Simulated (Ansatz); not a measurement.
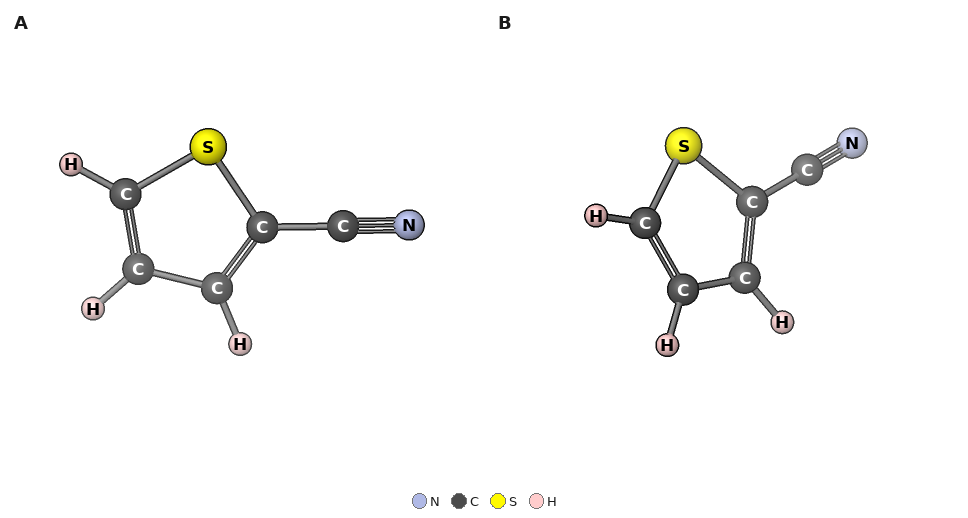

Depth is shown by fading: the farther an atom, the more it takes the colour of the background. Computed geometry: PBE0-D4/def2-TZVP optimisation.

**Can A be turned into B by a rotation alone?**

Yes. They are the same structure, C5H3NS (N#Cc1cccs1), seen from two directions. With point group Cs it is achiral, so its mirror image would be the same too.
